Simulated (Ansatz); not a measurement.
# [CF3]+ (SMILES F[C+](F)F): CCSD/STO-3G

What is the energy change on altering one bond length of [CF3]+ at CCSD/STO-3G? 

The results are computed with Ansatz 0.2.0.

5 further runs of the same task are left out: 5 that didn't finish.

**1. The system as given**

The species is [CF3]+ (4 atoms), meant as a singlet with charge +1. As SMILES, `F[C+](F)F`. The shape is that of a PBE0-D4/def2-TZVP optimisation.

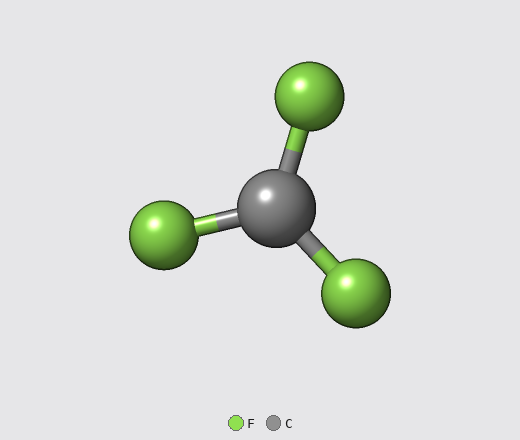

Viewed from a chosen angle; fluorine green, carbon grey.

**2. A single-point energy at CCSD/STO-3G**

input.yaml

```yaml
crystal:
  periodic: [false, false, false]
  atoms:
    - symbol: F
      position_ang: [0.698600, -0.114600, 1.005400]
    - symbol: C
      position_ang: [0.000000, 0.000000, -0.000000]
    - symbol: F
      position_ang: [-0.609500, -0.973400, -0.439400]
    - symbol: F
      position_ang: [-0.089000, 1.088000, -0.566000]
basis:
  gaussian:
    orbitals: STO-3G
total_charge: 1
magnetization:
  spin_polarized: false
correlation:
  method: ccsd
  frozen_orbitals: {C: 1, F: 1}
accuracy: high
scf:
  omitted_lower_state_checks: [cluster_reference, increment]
```

Command:

```bash
$ ansatz run input.yaml --threads 1 --pin off --max-ram 2610MiB --events-out events.jsonl --progress --plain --runs-dir runs
```

The program printed (excerpt; [...] marks lines left out):

```text
Warning: RAYON_NUM_THREADS=1 ignored (pool sized by the plan → 1); use --threads N
Functional definition: HF
  name "HF"
[...]
369 factors; integrals over basis functions are off by at most 3.3e-8 eV
[...]
mean field -9012.70965429 eV, -331.2109707610 hartree, gradient 1.1e-8 eV, S^2 0.000000; 0 other end points of the search recorded, 0 dependent functions left out
4 core orbitals not correlated: weight in the atoms' cores, before any rotation towards them, 1.000 or more for the frozen orbitals, at most 0.000 for the correlated occupied ones
reference -9012.70965429 eV, -331.2109707610 hartree; 12, 12 occupied and 4, 4 virtual orbitals, 369 factors
second order -3.79215931 eV of doubles, -0.00000000 eV of singles
cycle   1  -3.87002362 eV  change   -7.8e-2 eV  update   9.6e-2
[...]
cycle  17  -4.19180181 eV  change   -2.3e-9 eV  update   1.4e-9
Total energy: -9016.90145610 eV, -331.3650166362 hartree
Checks for a lower state left out: cluster_reference, increment
```

Run time: 0.18 s. Hardware: 1 thread of Arm Neoverse V2, shared host.

**3. The distorted shape at the same level**

molecule.yaml

```yaml
crystal:
  periodic: [false, false, false]
  atoms:
    - {symbol: F, position_ang: [0.850986, 0.128767, 1.115258]}
    - {symbol: C, position_ang: [0.152386, 0.243367, 0.109858]}
    - {symbol: F, position_ang: [-0.609500, -0.973400, -0.439400]}
    - {symbol: F, position_ang: [0.063386, 1.331367, -0.456142]}
basis:
  gaussian: {orbitals: STO-3G}
total_charge: 1
correlation: {method: ccsd, frozen_orbitals: {C: 1, F: 1}}
accuracy: high
scf: {omitted_lower_state_checks: [cluster_reference, increment]}
```

Command:

```bash
$ ansatz run molecule.yaml --threads 1 --pin off --max-ram 2610MiB --events-out events.jsonl --progress --plain --runs-dir runs
```

The program printed (excerpt; [...] marks lines left out):

```text
Warning: RAYON_NUM_THREADS=1 ignored (pool sized by the plan → 1); use --threads N
[... 2 set-up lines as earlier in the session ...]
[...]
368 factors; integrals over basis functions are off by at most 3.3e-8 eV
[...]
mean field -9011.80780735 eV, -331.1778284974 hartree, gradient 1.8e-8 eV, S^2 0.000000; 0 other end points of the search recorded, 0 dependent functions left out
4 core orbitals not correlated: weight in the atoms' cores, before any rotation towards them, 1.000 or more for the frozen orbitals, at most 0.000 for the correlated occupied ones
reference -9011.80780735 eV, -331.1778284974 hartree; 12, 12 occupied and 4, 4 virtual orbitals, 368 factors
second order -4.07356557 eV of doubles, -0.00000000 eV of singles
cycle   1  -4.30247230 eV  change   -2.3e-1 eV  update   1.2e-1
[...]
cycle  20  -4.78249235 eV  change    1.9e-9 eV  update  8.3e-10
Total energy: -9016.59029970 eV, -331.3535818495 hartree
Checks for a lower state left out: cluster_reference, increment
```

Wall time 0.16 s (1 thread of Arm Neoverse V2, shared host).

**4. Summary of results**

Level: CCSD/STO-3G, 4 core orbitals frozen.

| quantity | value |
| --- | --- |
| first shape: total energy | -331.36502 Eh |
| first shape: correlation energy (4 core orbitals frozen) | -154.0 mEh |
| first shape: T1 diagnostic | 0.016 |
| distorted shape: total energy | -331.35358 Eh |
| distorted shape: correlation energy (4 core orbitals frozen) | -175.8 mEh |
| distorted shape: T1 diagnostic | 0.023 |
| energy change with the C2–F3 bond stretched from 1.230 to 1.537 Å | 0.311 eV |

What this shows: With the C2–F3 bond stretched from 1.230 to 1.537 Å the energy rises by 0.31 eV (7.2 kcal/mol). The first shape isn't relaxed at this level, so the change isn't measured from a minimum. The minimal basis adds a large error of its own. The T1 diagnostic (distorted shape) of 0.023 is above the customary mark for such species, so a single reference may not serve.
